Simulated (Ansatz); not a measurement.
System: C₅H₃N₂ (SMILES N#Cc1cc[n-]c1) (charge −1).

The calculation's input:

```
crystal:
  periodic: [false, false, false]
  atoms:
    - {symbol: C, position_ang: [-2.082399, 1.123467, -2.060776]}
    - {symbol: C, position_ang: [-1.323513, 0.321456, -1.181110]}
    - {symbol: C, position_ang: [-0.762975, -0.979260, -1.433622]}
    - {symbol: C, position_ang: [-0.109455, -1.332323, -0.245568]}
    - {symbol: C, position_ang: [-0.945095, 0.632231, 0.163265]}
    - {symbol: N, position_ang: [-2.719100, 1.802632, -2.790735]}
    - {symbol: N, position_ang: [-0.218733, -0.359279, 0.720377]}
    - {symbol: H, position_ang: [-0.842989, -1.553170, -2.365433]}
    - {symbol: H, position_ang: [0.443785, -2.262152, -0.043767]}
    - {symbol: H, position_ang: [-1.194602, 1.552806, 0.710838]}
basis:
  gaussian:
    orbitals: def2-SVPD
total_charge: -1
hamiltonian:
  xc: pbe0
output: {forces: true, orbitals: {seedname: orbitals}}
```

Command:

```sh
ansatz run input.yaml --threads 4 --pin off --max-ram 7830MiB --events-out events.jsonl --progress --plain --runs-dir runs
```

Geometry: PBE-D3(BJ)/def2-SVPD.

These are results of isolated molecule in a Gaussian basis; Kohn-Sham density functional theory, functional PBE0 in Ansatz 0.2.0, not measurements.

> Predict the electron density and electron localisation function between the atoms.

C–N (1.18 Å): ρ at the midpoint is about 3.3 e/Å³; the ELF peaks at about 0.85 between the atoms (a multiple bond).
C–C (1.40 Å): ρ at the midpoint is about 2 e/Å³; the ELF peaks at about 0.95 between the atoms (a covalent bond).
C–H (1.10 Å): ρ is about 1.9 e/Å³ halfway; the ELF climbs to about 1 towards the hydrogen, as it does in any bond to H (a covalent bond by its length).
C–N (1.35 Å): ρ at the midpoint is about 2.4 e/Å³; the ELF peaks at about 0.90 between the atoms; a covalent bond.

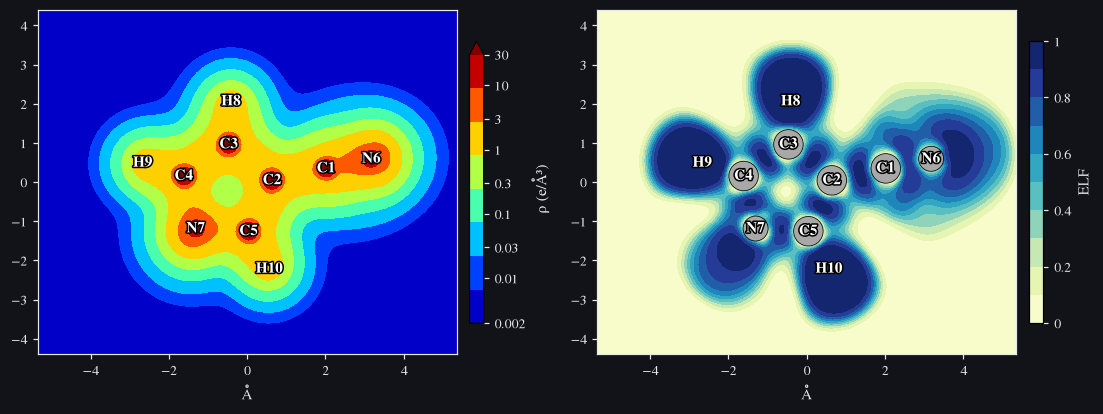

Computed electron density and electron localisation function on the molecular plane, in this order. Grey discs cover the atomic cores in the ELF map. 
